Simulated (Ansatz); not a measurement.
## Profile along the V–V line in V (bcc, W type)

V (bcc, W type), conventional cell a = b = c = 2.959 Å, α = β = γ = 90.00°. The calculation uses the primitive cell of 1 atom, to which meshes and values per cell refer.

Fields along a shortest V–V line of a {211} plane (2.56 Å), from V to V, interpolated on the slice's grid (step about 0.1 Å). All values below come from PBEsol (plane waves to 420 eV, PAW, scalar-relativistic; Ansatz, a quantum-chemistry and plane-wave program). k mesh 22×22×22. Near the nuclei the fields are pseudised (PAW); where an atom keeps semicore shells as valence, they peak there. The PAW data are Ansatz's earlier set. V is run without spin polarisation. V was relaxed with its symmetry unable to fall.

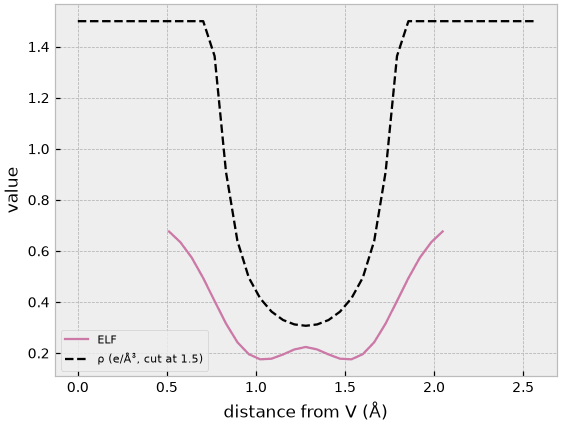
*ELF (away from the nuclei) and valence density from V to V.*

Density on the V–V line (2.56 Å) at its midpoint: 0.31 e/Å³. ELF at that point: 0.22.
